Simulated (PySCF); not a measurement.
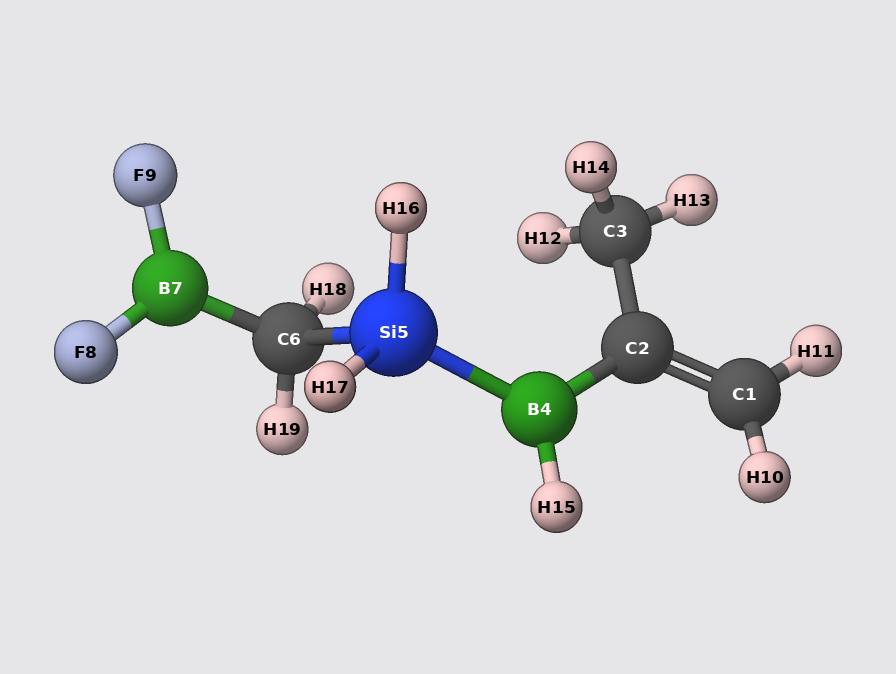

The computed structure is the end point of a GFN2-xTB optimisation. No frequency run is at hand to confirm it as a minimum. Electric field gradients from the ground-state density, PBE0/pcSseg-1 (PySCF 2.14.0), non-relativistic apart from any core potentials.

Give the largest field-gradient component, the quadrupole coupling constant and the asymmetry for 11B at B4 (Q = 40.59 mb), 11B at B7 (Q = 40.59 mb), 2H at H10 (Q = 2.86 mb), 2H at H11 (Q = 2.86 mb), 2H at H12 (Q = 2.86 mb), 2H at H13 (Q = 2.86 mb).

```json
{"atom": "B4", "V_zz (a.u.)": "0.579", "e²qQ/h (MHz)": "5.52", "η": "0.04"}
{"atom": "B7", "V_zz (a.u.)": "0.360", "e²qQ/h (MHz)": "3.44", "η": "0.67"}
{"atom": "H10", "V_zz (a.u.)": "0.333", "e²qQ/h (MHz)": "0.224", "η": "0.03"}
{"atom": "H11", "V_zz (a.u.)": "0.326", "e²qQ/h (MHz)": "0.219", "η": "0.03"}
{"atom": "H12", "V_zz (a.u.)": "0.314", "e²qQ/h (MHz)": "0.211", "η": "0.03"}
{"atom": "H13", "V_zz (a.u.)": "0.313", "e²qQ/h (MHz)": "0.210", "η": "0.04"}
```

The geometry is semi-empirical. Around B, Si such bond lengths and angles can be off by a tenth of an ångström or more and by several degrees, and values that hang on the shape move with them.
